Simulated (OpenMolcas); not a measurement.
Geometry relaxation of BF$_{3}$ (part 4 of 4)

The same run, continued: BF$_{3}$; CASSCF/ANO-RCC-VDZP, DKH2 (OpenMolcas 26.06). The geometry comes from this level: PBE0-D4/def2-TZVP.

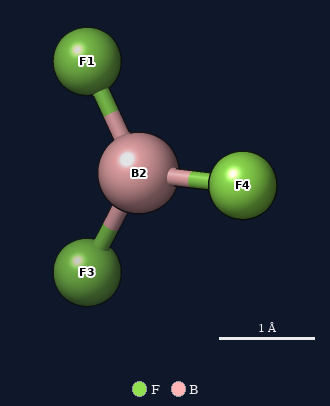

**Figure 1.** The geometry at step 2 of the log (ball-and-stick view, seen at a tilt; atoms are numbered from 1 in the order of the input).

### Trajectory as extended XYZ (Å, eV, eV/Å), 5 frames, from step=0 to step=4
```
4
Properties=species:S:1:pos:R:3:forces:R:3 step=0 energy=-8806.57966
F     0.5439    0.2107    1.1743   -0.1956  -0.0915  -0.4202
B     0.0000    0.0000    0.0000    0.1664  -0.6068   0.4699
F    -0.2652   -1.2235   -0.3896    0.1015   0.4350   0.1542
F    -0.2787    1.0128   -0.7847   -0.0723   0.2633  -0.2039
4
Properties=species:S:1:pos:R:3:forces:R:3 step=1 energy=-8806.58456
F     0.5420    0.2077    1.1707   -0.0738  -0.0169  -0.1600
B     0.0005   -0.0019    0.0015    0.0794  -0.2847   0.2195
F    -0.2634   -1.2202   -0.3863    0.0312   0.1690   0.0428
F    -0.2791    1.0143   -0.7859   -0.0368   0.1326  -0.1023
4
Properties=species:S:1:pos:R:3:forces:R:3 step=2 energy=-8806.58558
F     0.5410    0.2069    1.1691   -0.0021   0.0093  -0.0215
B     0.0017   -0.0036    0.0024    0.0023  -0.0688   0.0617
F    -0.2631   -1.2185   -0.3851    0.0048   0.0216  -0.0081
F    -0.2796    1.0151   -0.7863   -0.0049   0.0379  -0.0321
4
Properties=species:S:1:pos:R:3:forces:R:3 step=3 energy=-8806.58537
F     0.5423    0.2070    1.1681   -0.0232   0.0115   0.0265
B    -0.0026   -0.0040    0.0050    0.0894  -0.0066  -0.0403
F    -0.2616   -1.2182   -0.3859   -0.0355  -0.0102   0.0027
F    -0.2782    1.0152   -0.7872   -0.0307   0.0053   0.0111
4
Properties=species:S:1:pos:R:3:forces:R:3 step=4 energy=-8806.58565
F     0.5411    0.2073    1.1688    0.0047   0.0054   0.0089
B     0.0013   -0.0044    0.0034   -0.0021   0.0044  -0.0030
F    -0.2630   -1.2182   -0.3856   -0.0033  -0.0088  -0.0065
F    -0.2794    1.0153   -0.7866    0.0007  -0.0010   0.0005
```

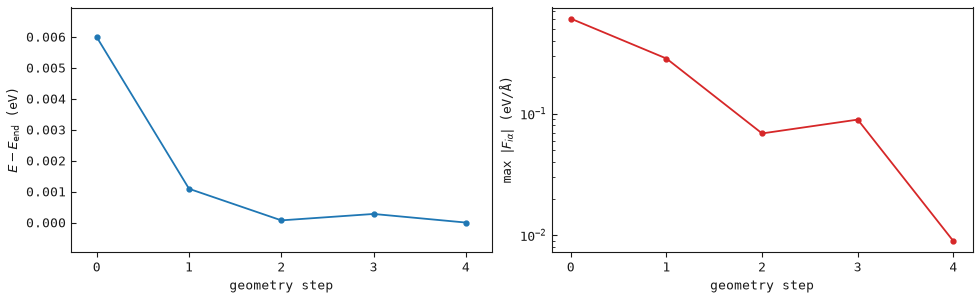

**Figure 2.** Progress of the relaxation, step by step (steps are counted from 0). The largest moves after the best rigid fit, 0.007 Å, are those of F1 and F3. Largest moves by element: F 0.007 Å, B 0.006 Å. Among the contacts that change: B2–F3 1.311 → 1.302 Å, B2–F4 1.311 → 1.320 Å. The energy falls by 0.006 eV in 4 geometry steps. The largest force component goes from 0.61 to 0.0089 eV/Å. (Atoms are counted from 1 in the order of the input.)

The run was set up as follows.

### Input
```
* BF3 CASSCF

&gateway
  coord
  4
  bohr
  F      1.02776535     0.39824088     2.21906759
  B      0.00003779     0.00000000     0.00001890
  F     -0.50109868    -2.31209881    -0.73627509
  F     -0.52672336     1.91385793    -1.48279250
  basis=ANO-RCC-VDZP
  group=NoSym
>>> COPY $CurrDir/step2.RasOrb $Project.RasOrb
>>> EXPORT MOLCAS_MAXITER=40
>>> Do While

&seward

&rasscf
  fileorb=$Project.RasOrb
  spin=1
  nactel=4 0 0
  inactive=14
  ras2=4
  orblisting=Nothing

&slapaf
>>> EndDo
```

Run as:
```bash
export MOLCAS_MEM=1860
pymolcas step4.input > step4.log
```

### Key numbers

```csv
quantity,value
outcome,converged
total energy,−323.636053 hartree
CASSCF energy,−323.636053 hartree
basis functions,56
hardware,"1 thread of AMD EPYC (Zen 3), 128 GiB of memory available, shared host"
wall time,2.8 min
peak memory,0.4 GiB
```
